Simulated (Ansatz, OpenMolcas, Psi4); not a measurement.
SnNH4Cl (SMILES [NH2][SnH2][Cl]): the vertical ionisation energy, rung by rung

The species is SnNH4Cl (7 atoms), meant as a singlet with charge 0. As SMILES, `[NH2][SnH2][Cl]`. The coordinates come from a PBE0-D4/def2-TZVP relaxation. This is one conformer, not always the lowest.

Quantity: the vertical ionisation energy (to the doublet cation), in eV. The values are calculated.

| level | kind | program | value (eV) | less CCSD(T)/def2-SVP |
| --- | --- | --- | --- | --- |
| M06-L/def2-SVP (core potential) | meta-GGA | OpenMolcas | 9.58 | +0.08 |
| BHLYP/def2-SVP (core potential) | global hybrid | OpenMolcas | 9.56 | +0.06 |
| HSE06/def2-SVP (core potential) | range-separated hybrid | Ansatz | 9.65 | +0.15 |
| wB97X/def2-SVP (core potential) | range-separated hybrid | Ansatz | 9.82 | +0.32 |
| B2PLYP/def2-SVP (core potential) | double hybrid | Ansatz | 9.65 | +0.15 |
| RPA@PBE0/def2-SVP (core potential) | RPA | Ansatz | 9.56 | +0.06 |
| CCSD(T)/def2-SVP (core potential) | coupled cluster or CI | Ansatz | 9.50 | 0.00 |
| CCSD/def2-SVP (core potential) | coupled cluster or CI | Psi4 | 9.47 | -0.03 |

CCSD(T)/def2-SVP (core potential) is the highest level here, not the true value. Spin-orbit coupling is left out. The values span 9.47 to 9.82 eV. In the correlated wave-function rows the outer d shell of Sn is correlated, in sets not made for it. The second state's dipole differs much between rows, so they may not all be the same state.

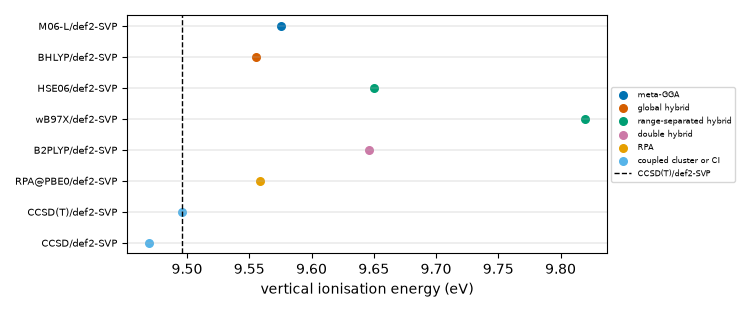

The values of the table, level by level.
